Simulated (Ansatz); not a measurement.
# SiCl₃+: single points with varied inputs

How do the results and run time of SiCl₃+ respond when the settings are drawn wide?

Computed with Ansatz 0.2.0, Gaussian basis. Level: the settings change from run to run.

### 1 The molecule

The structure was relaxed beforehand with PBE0-D4 in a triple-zeta def2 set.

SMILES `Cl[Si+](Cl)Cl`, 4 atoms, charge 1, spin multiplicity 1.

Atoms are counted from 1 here; the program's logs count them from 0.

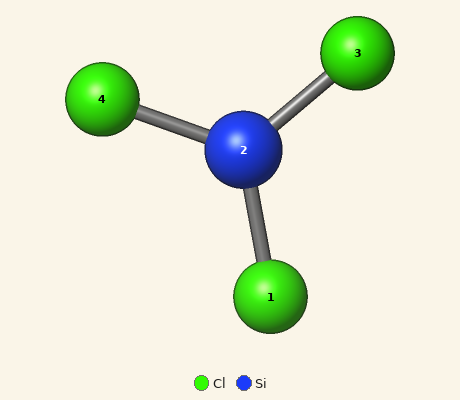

The geometry (chlorine green, silicon blue); atoms are numbered from 1 in the order of the file.

### 2 LC-wPBE/x2c-TZVPPall

Options: atoms shaken by 0.03 Å, a grid of angular degree 47, high accuracy.

The input, in.yaml:

```yaml
crystal:
  periodic: [false, false, false]
  atoms:
    - {symbol: Cl, position_ang: [-1.602195, -0.613773, 0.977364]}
    - {symbol: Si, position_ang: [-0.006202, 0.036197, 0.009399]}
    - {symbol: Cl, position_ang: [1.764913, -0.594264, 0.459787]}
    - {symbol: Cl, position_ang: [-0.180326, 1.296343, -1.402274]}
basis:
  gaussian: {orbitals: x2c-TZVPPall, final_grid: {core_spheres: 20, valence_spheres: 16, degree: 47}}
total_charge: 1
hamiltonian: {xc: {name: LC-wPBE}}
accuracy: high
output: {forces: true}
```

Started as:

```sh
$ ansatz run in.yaml --threads 2 --pin off --events-out ev --progress --plain --max-ram 32768MiB --backend cpu
```

The program printed:

```text
Functional definition: LC-wPBE
  name "LC-wPBE"
  cite "Vydrov & Scuseria, J. Chem. Phys. 125, 234109 (2006) doi:10.1063/1.2409292"
  cite "Heyd & Scuseria, J. Chem. Phys. 120, 7274 (2004) doi:10.1063/1.1668634"
  cite "Ernzerhof & Perdew, J. Chem. Phys. 109, 3313 (1998) doi:10.1063/1.476928"
  cite "Perdew, Burke & Ernzerhof, Phys. Rev. Lett. 77, 3865 (1996) doi:10.1103/PhysRevLett.77.3865"
  parent pbe
  parameter omega = 0.4/bohr
  exchange = pbe_x_sr(omega) + exact_x_lr(omega)
  correlation = pbe_c
2516 factors; integrals over basis functions are off by at most 1.6e-8 eV
537 factors; integrals over basis functions are off by at most 1.3e-9 eV
mean field evaluation 1: about -45560.4427 eV, gradient 2.6e1 eV
mean field evaluation 2: about -45561.1357 eV, gradient 2.2e1 eV
mean field evaluation 4: about -45561.9114 eV, gradient 6.4e-1 eV
mean field evaluation 8: about -45561.9240 eV, gradient 2.6e-2 eV
mean field evaluation 16: about -45561.9240 eV, gradient 8.8e-6 eV
mean field -45561.92403272 eV, -1674.3698252211 hartree, gradient 3.3e-8 eV, S^2 0.000000; 0 other end points of the search recorded, 0 dependent functions left out
the calculation of the forces begins
reference -45561.92403272 eV, -1674.3698252211 hartree; 32, 32 occupied and 136, 136 virtual orbitals, 2516 factors
Total energy: -45561.92403272 eV, -1674.3698252211 hartree
Relativity: scalar
Atom 0 at    -1.602195    -0.613773     0.977364 Å, force     0.894825     0.336116    -0.501730 eV/Å
Atom 1 at    -0.006202     0.036197     0.009399 Å, force    -0.697642    -0.948486     1.152697 eV/Å
Atom 2 at     1.764913    -0.594264     0.459787 Å, force     0.006542    -0.102501     0.124710 eV/Å
Atom 3 at    -0.180326     1.296343    -1.402274 Å, force    -0.203725     0.714872    -0.775678 eV/Å
Dipole moment:     0.020937     0.030898    -0.034550 e Å
```

It took 12 s on 2 threads, shared host; peak memory 0.65 GiB.

Largest force 1.648 eV/Å.

### 3 BLYP/aug-cc-pVTZ

Options: atoms shaken by 0.15 Å, D4 dispersion.

The input, in.yaml:

```yaml
crystal:
  periodic: [false, false, false]
  atoms:
    - {symbol: Cl, position_ang: [-1.591336, -0.514375, 0.851339]}
    - {symbol: Si, position_ang: [0.213980, 0.085004, 0.003860]}
    - {symbol: Cl, position_ang: [1.570241, -0.790060, 0.208459]}
    - {symbol: Cl, position_ang: [0.023794, 1.093637, -1.468463]}
basis:
  gaussian: {orbitals: aug-cc-pVTZ}
total_charge: 1
hamiltonian: {xc: {name: BLYP}, dispersion: d4}
output: {forces: true}
```

The command is unchanged.

The program printed, shortened:

```text
Functional definition: BLYP
  name "BLYP"
  cite "Becke, Phys. Rev. A 38, 3098 (1988) doi:10.1103/PhysRevA.38.3098"
  cite "Lee, Yang & Parr, Phys. Rev. B 37, 785 (1988) doi:10.1103/PhysRevB.37.785"
[...]
1366 factors; their error is unknown
[...]
mean field -45438.81726174 eV, -1669.8457348324 hartree, gradient 1.1e-5 eV, S^2 0.000000; 0 other end points of the search recorded, 0 dependent functions left out
[...]
reference -45438.81761311 eV, -1669.8457477450 hartree; 32, 32 occupied and 168, 168 virtual orbitals, 1366 factors
Total energy: -45439.18733736 eV, -1669.8593348607 hartree
Atom 0 at    -1.591336    -0.514375     0.851339 Å, force     1.234830     0.584835    -0.151738 eV/Å
Atom 1 at     0.213980     0.085004     0.003860 Å, force   -17.295535     5.463439     2.586298 eV/Å
Atom 2 at     1.570241    -0.790060     0.208459 Å, force    16.958138   -10.720867     3.298185 eV/Å
Atom 3 at     0.023794     1.093637    -1.468463 Å, force    -0.897433     4.672593    -5.732745 eV/Å
Dipole moment:     0.412518     0.070311    -0.003741 e Å
```

It took 6.5 s on 2 threads, shared host.

Largest force 20.332 eV/Å.

### 4 B3LYP/def2-SVPD

This run has the search for lower states set to off.

The input, in.yaml:

```yaml
crystal:
  periodic: [false, false, false]
  atoms:
    - {symbol: Cl, position_ang: [-1.556046, -0.622342, 0.990905]}
    - {symbol: Si, position_ang: [-0.000013, -0.000081, -0.000072]}
    - {symbol: Cl, position_ang: [1.772029, -0.669592, 0.449493]}
    - {symbol: Cl, position_ang: [-0.215970, 1.292014, -1.440326]}
basis:
  gaussian: {orbitals: def2-SVPD}
total_charge: 1
hamiltonian: {xc: {name: B3LYP}}
scf: {lower_state_search: off}
output: {forces: true}
```

Same command.

The program printed, shortened:

```text
Functional definition: B3LYP
  name "B3LYP"
  cite "Stephens, Devlin, Chabalowski & Frisch, J. Phys. Chem. 98, 11623 (1994) doi:10.1021/j100096a001"
  cite "Becke, Phys. Rev. A 38, 3098 (1988) doi:10.1103/PhysRevA.38.3098"
  cite "Lee, Yang & Parr, Phys. Rev. B 37, 785 (1988) doi:10.1103/PhysRevB.37.785"
  cite "Vosko, Wilk & Nusair, Can. J. Phys. 58, 1200 (1980) doi:10.1139/p80-159"
[...]
965 factors; integrals over basis functions are off by at most 6.2e-4 eV
[...]
mean field -45427.94118535 eV, -1669.4460463970 hartree, gradient 1.4e-6 eV, S^2 0.000000; 0 other end points of the search recorded, 0 dependent functions left out
[...]
reference -45427.94144330 eV, -1669.4460558764 hartree; 32, 32 occupied and 73, 73 virtual orbitals, 965 factors
Total energy: -45427.94144330 eV, -1669.4460558764 hartree
Atom 0 at    -1.556046    -0.622342     0.990905 Å, force    -0.708011    -0.283299     0.450733 eV/Å
Atom 1 at    -0.000013    -0.000081    -0.000072 Å, force     0.000096     0.000393     0.000307 eV/Å
Atom 2 at     1.772029    -0.669592     0.449493 Å, force     0.806228    -0.304813     0.204414 eV/Å
Atom 3 at    -0.215970     1.292014    -1.440326 Å, force    -0.098313     0.587719    -0.655454 eV/Å
Dipole moment:    -0.000011    -0.000067    -0.000058 e Å
Checks for a lower state left out: stability, starts, cluster_reference, orbital_swaps, neighbouring_geometries, increment
```

It took 2.7 s on 2 threads, shared host.

Largest force 0.886 eV/Å.

### 5 B3LYP5/def2-SVPD

This run has atoms shaken by 0.03 Å, the search for lower states set to full.

The input, in.yaml:

```yaml
crystal:
  periodic: [false, false, false]
  atoms:
    - {symbol: Cl, position_ang: [-1.564631, -0.572272, 0.976620]}
    - {symbol: Si, position_ang: [-0.022208, 0.013501, -0.007644]}
    - {symbol: Cl, position_ang: [1.745481, -0.671454, 0.419396]}
    - {symbol: Cl, position_ang: [-0.228824, 1.310850, -1.474850]}
basis:
  gaussian: {orbitals: def2-SVPD}
total_charge: 1
hamiltonian: {xc: {name: B3LYP5}}
scf: {lower_state_search: full}
```

The command is unchanged.

The program printed, shortened:

```text
Functional definition: B3LYP5
  name "B3LYP5"
  cite "Stephens, Devlin, Chabalowski & Frisch, J. Phys. Chem. 98, 11623 (1994) doi:10.1021/j100096a001"
  cite "Becke, Phys. Rev. A 38, 3098 (1988) doi:10.1103/PhysRevA.38.3098"
  cite "Lee, Yang & Parr, Phys. Rev. B 37, 785 (1988) doi:10.1103/PhysRevB.37.785"
  cite "Vosko, Wilk & Nusair, Can. J. Phys. 58, 1200 (1980) doi:10.1139/p80-159"
[...]
965 factors; integrals over basis functions are off by at most 5.3e-4 eV
[...]
mean field -45421.19307754 eV, -1669.1980580090 hartree, gradient 5.0e-5 eV, S^2 0.000000; 0 other end points of the search recorded, 0 dependent functions left out
reference -45421.19332900 eV, -1669.1980672501 hartree; 32, 32 occupied and 73, 73 virtual orbitals, 965 factors
Total energy: -45421.19332900 eV, -1669.1980672501 hartree
```

It took 2.7 s on 2 threads, shared host.

### 6 SVWN5/def2-TZVPP

Options: charge 0, multiplicity 2.

The input, in.yaml:

```yaml
crystal:
  periodic: [false, false, false]
  atoms:
    - {symbol: Cl, position_ang: [-1.556046, -0.622342, 0.990905]}
    - {symbol: Si, position_ang: [-0.000013, -0.000081, -0.000072]}
    - {symbol: Cl, position_ang: [1.772029, -0.669592, 0.449493]}
    - {symbol: Cl, position_ang: [-0.215970, 1.292014, -1.440326]}
basis:
  gaussian: {orbitals: def2-TZVPP}
magnetization: {spin_polarized: true, initial_magnetization: 1}
hamiltonian: {xc: {name: SVWN5}}
output: {forces: true}
```

The command is unchanged.

The program printed, shortened:

```text
Functional definition: SVWN5
  name "SVWN5"
  cite "Dirac, Proc. Camb. Phil. Soc. 26, 376 (1930) doi:10.1017/S0305004100016108"
  cite "Slater, Phys. Rev. 81, 385 (1951) doi:10.1103/PhysRev.81.385"
  cite "Vosko, Wilk & Nusair, Can. J. Phys. 58, 1200 (1980) doi:10.1139/p80-159"
[...]
1170 factors; their error is unknown
[...]
mean field -45296.59455997 eV, -1664.6191469444 hartree, gradient 3.3e-5 eV, S^2 0.751737; 4 other end points of the search recorded, 0 dependent functions left out
[...]
reference -45296.59459263 eV, -1664.6191481446 hartree; 33, 32 occupied and 135, 136 virtual orbitals, 1170 factors
Total energy: -45296.59459263 eV, -1664.6191481446 hartree
Atom 0 at    -1.556046    -0.622342     0.990905 Å, force    -1.212690    -0.483990     0.773317 eV/Å
Atom 1 at    -0.000013    -0.000081    -0.000072 Å, force    -0.000307    -0.003260    -0.003061 eV/Å
Atom 2 at     1.772029    -0.669592     0.449493 Å, force     1.381247    -0.520837     0.351358 eV/Å
Atom 3 at    -0.215970     1.292014    -1.440326 Å, force    -0.168250     1.008088    -1.121614 eV/Å
Dipole moment:     0.000026     0.000162     0.000141 e Å
```

Wall time 7 s (2 threads, shared host).

Largest force 1.518 eV/Å, dipole 0.00 D, ⟨S²⟩ 0.752.

### 7 B2GP-PLYP/cc-pVTZ-DK

Changes to in.yaml since step 6:

```diff
@@ -8,5 +8,4 @@
 basis:
-  gaussian: {orbitals: def2-TZVPP}
-magnetization: {spin_polarized: true, initial_magnetization: 1}
-hamiltonian: {xc: {name: SVWN5}}
-output: {forces: true}
+  gaussian: {orbitals: cc-pVTZ-DK}
+total_charge: 1
+hamiltonian: {xc: {name: B2GP-PLYP}}
```

Same command.

The program printed, shortened:

```text
Functional definition: B2GP-PLYP
  name "B2GP-PLYP"
  cite "Karton, Tarnopolsky, Lamère, Schatz & Martin, J. Phys. Chem. A 112, 12868 (2008) doi:10.1021/jp801805p"
  cite "Becke, Phys. Rev. A 38, 3098 (1988) doi:10.1103/PhysRevA.38.3098"
  cite "Lee, Yang & Parr, Phys. Rev. B 37, 785 (1988) doi:10.1103/PhysRevB.37.785"
[...]
819 factors; integrals over basis functions are off by at most 7.8e-4 eV
[...]
mean field -45548.58271306 eV, -1673.8795407668 hartree, gradient 1.1e-6 eV, S^2 0.000000; 0 other end points of the search recorded, 0 dependent functions left out
20 core orbitals not correlated: weight in the atoms' cores, before any rotation towards them, 1.000 or more for the frozen orbitals, at most 0.000 for the correlated occupied ones
reference -45548.58282620 eV, -1673.8795449247 hartree; 12, 12 occupied and 104, 104 virtual orbitals, 819 factors
second order -20.45484211 eV of doubles, -0.00000000 eV of singles
Total energy: -45555.94656936 eV, -1674.1501574945 hartree
Relativity: scalar
```

Run time: 5.5 s. Hardware: 2 threads, shared host.

### 8 SPW92/cc-pVTZ

This run has multiplicity 3.

Changes to in.yaml since step 7:

```diff
@@ -8,4 +8,6 @@
 basis:
-  gaussian: {orbitals: cc-pVTZ-DK}
+  gaussian: {orbitals: cc-pVTZ}
 total_charge: 1
-hamiltonian: {xc: {name: B2GP-PLYP}}
+magnetization: {spin_polarized: true, initial_magnetization: 2}
+hamiltonian: {xc: {name: SPW92}}
+output: {forces: true}
```

The command is unchanged.

The program printed, shortened:

```text
Functional definition: SPW92
  name "SPW92"
  cite "Dirac, Proc. Camb. Phil. Soc. 26, 376 (1930) doi:10.1017/S0305004100016108"
  cite "Slater, Phys. Rev. 81, 385 (1951) doi:10.1103/PhysRev.81.385"
  cite "Perdew & Wang, Phys. Rev. B 45, 13244 (1992) doi:10.1103/PhysRevB.45.13244"
[...]
1094 factors; their error is unknown
[...]
mean field -45284.99593171 eV, -1664.1929052178 hartree, gradient 1.2e-5 eV, S^2 2.001970; 11 other end points of the search recorded, 0 dependent functions left out
[...]
reference -45284.99595994 eV, -1664.1929062550 hartree; 33, 31 occupied and 103, 105 virtual orbitals, 1094 factors
Total energy: -45284.99595994 eV, -1664.1929062550 hartree
Atom 0 at    -1.556046    -0.622342     0.990905 Å, force    -1.454180    -0.580571     0.927103 eV/Å
Atom 1 at    -0.000013    -0.000081    -0.000072 Å, force    -0.000389    -0.003313    -0.003030 eV/Å
Atom 2 at     1.772029    -0.669592     0.449493 Å, force     1.656289    -0.624728     0.421087 eV/Å
Atom 3 at    -0.215970     1.292014    -1.440326 Å, force    -0.201720     1.208613    -1.345161 eV/Å
Dipole moment:     0.000025     0.000163     0.000143 e Å
```

It took 22 s on 2 threads, shared host.

Largest force 1.820 eV/Å, ⟨S²⟩ 2.002.

### 9 CCSD/cc-pVTZ-DK

Set apart from the defaults: unrestricted orbitals, atoms shaken by 0.15 Å.

The input, in.yaml:

```yaml
crystal:
  periodic: [false, false, false]
  atoms:
    - {symbol: Cl, position_ang: [-1.599198, -0.667481, 1.055022]}
    - {symbol: Si, position_ang: [-0.130475, -0.072905, 0.174011]}
    - {symbol: Cl, position_ang: [1.904373, -0.522685, 0.533187]}
    - {symbol: Cl, position_ang: [-0.152760, 1.434897, -1.398314]}
basis:
  gaussian: {orbitals: cc-pVTZ-DK}
total_charge: 1
magnetization: {spin_polarized: true, initial_magnetization: 0}
hamiltonian: {xc: {name: HF}}
correlation: {method: ccsd}
```

Started as:

```sh
$ ansatz run in.yaml --threads 2 --pin off --events-out ev --progress --plain --max-ram 32768MiB --backend cuda --devices 0, --max-vram 18GiB
```

The program printed, shortened:

```text
Functional definition: HF
  name "HF"
  cite "Fock, Z. Phys. 61, 126 (1930) doi:10.1007/BF01340294"
  parent pbe
[...]
819 factors; integrals over basis functions are off by at most 5.7e-4 eV
[...]
mean field -45501.01224889 eV, -1672.1313584529 hartree, gradient 3.7e-6 eV, S^2 0.000000; 0 other end points of the search recorded, 0 dependent functions left out
20 core orbitals not correlated: weight in the atoms' cores, before any rotation towards them, 1.000 or more for the frozen orbitals, at most 0.000 for the correlated occupied ones
reference -45501.01224889 eV, -1672.1313584529 hartree; 12, 12 occupied and 104, 104 virtual orbitals, 819 factors
second order -17.72731495 eV of doubles, -0.00000000 eV of singles
cycle   1  -18.48610894 eV  change   -7.6e-1 eV  update   9.5e-2
[...]
cycle  10  -18.96359331 eV  change    1.8e-5 eV  update   1.1e-5
Total energy: -45519.97584220 eV, -1672.8282576530 hartree
Relativity: scalar
```

Wall time 3.6 s (1 × H100 (card shared with other runs) with 2 threads, shared host); peak host memory 0.78 GiB.

⟨S²⟩ 0.000, T1 0.013.

### 10 PBE/def2-TZVP

This run has atoms shaken by 0.08 Å, density fitting with cc-pVTZ-jkfit, a point charge of 1.00 e beside it, D3(BJ) with three-body dispersion, relativity set to none, the search for lower states set to full.

The input, in.yaml:

```yaml
crystal:
  periodic: [false, false, false]
  atoms:
    - {symbol: Cl, position_ang: [-1.577080, -0.532413, 1.085414]}
    - {symbol: Si, position_ang: [-0.022113, -0.119335, 0.063279]}
    - {symbol: Cl, position_ang: [1.887509, -0.688554, 0.458307]}
    - {symbol: Cl, position_ang: [-0.216966, 1.244927, -1.578296]}
basis:
  gaussian: {orbitals: def2-TZVP, fitting: {mean_field: cc-pVTZ-jkfit}, point_charges: [{charge: 1.00, position_ang: [6.687, 0.496, 0.291]}]}
total_charge: 1
hamiltonian: {xc: {name: PBE}, dispersion: d3bjatm, pseudopotentials: {relativity: none}}
scf: {lower_state_search: full}
```

Started as:

```sh
$ ansatz run in.yaml --threads 2 --pin off --events-out ev --progress --plain --max-ram 32768MiB --backend cpu
```

The program printed:

```text
Functional definition: PBE
  name "PBE"
  cite "Perdew, Burke & Ernzerhof, Phys. Rev. Lett. 77, 3865 (1996) doi:10.1103/PhysRevLett.77.3865"
  parent pbe
  parameter kappa = 0.804
  parameter beta = 0.06672455060314922
  exchange = pbe_x(kappa = kappa, mu = beta*pi^2/3)
  correlation = pbe_c(beta = beta)
484 factors; integrals over basis functions are off by at most 3.8e-1 eV
mean field evaluation 1: about -45417.5099 eV, gradient 3.5e1 eV
mean field evaluation 2: about -45417.5107 eV, gradient 3.5e1 eV
mean field evaluation 4: about -45419.8933 eV, gradient 1.2e1 eV
mean field evaluation 8: about -45420.3235 eV, gradient 5.4e-2 eV
mean field -45420.32333995 eV, -1669.1660957421 hartree, gradient 7.8e-5 eV, S^2 0.000000; 0 other end points of the search recorded, 0 dependent functions left out
reference -45420.32337333 eV, -1669.1660969688 hartree; 32, 32 occupied and 116, 116 virtual orbitals, 484 factors
Total energy: -45420.47564204 eV, -1669.1716927409 hartree
```

Run time: 1.5 s. Hardware: 2 threads, shared host.

### 11 The runs in one table

```
               level  charge  multiplicity              geometry  functions  energy (eV)   time
LC-wPBE/x2c-TZVPPall       1             1                shaken        168   -45561.924   12 s
    BLYP/aug-cc-pVTZ       1             1                shaken        200   -45439.187  6.5 s
     B3LYP/def2-SVPD       1             1               relaxed        105   -45427.941  2.7 s
    B3LYP5/def2-SVPD       1             1                shaken        105   -45421.193  2.7 s
    SVWN5/def2-TZVPP       0             2               relaxed        168   -45296.595    7 s
B2GP-PLYP/cc-pVTZ-DK       1             1               relaxed        136   -45555.947  5.5 s
       SPW92/cc-pVTZ       1             3               relaxed        136   -45284.996   22 s
     CCSD/cc-pVTZ-DK       1             1                shaken        136   -45519.976  3.6 s
       PBE/def2-TZVP       1             1  shaken, point charge        148   -45420.476  1.5 s
```

### 12 What came out

| quantity | value |
| --- | --- |
| runs | 9 |
| quickest | PBE/def2-TZVP, 1.5 s |
| slowest | SPW92/cc-pVTZ, 22 s |
| spread of total energies, same state and geometry | 128.0 eV |

SPW92/cc-pVTZ took 15 times as long as PBE/def2-TZVP. The jobs differ in tasks and options as well as level. The totals spread over 128 eV; they can't be compared across methods or bases. Some of these runs are scalar-relativistic and others not, which shifts the totals of all-electron atoms past neon by eV; core potentials, where a basis has them, take the core out of the total altogether. At the PBE0-D4/def2-TZVP geometry and in the same state, runs without warnings or point charges leave forces up to 0.89 eV/Å (B3LYP/def2-SVPD), against 20.3 eV/Å where the atoms were moved.
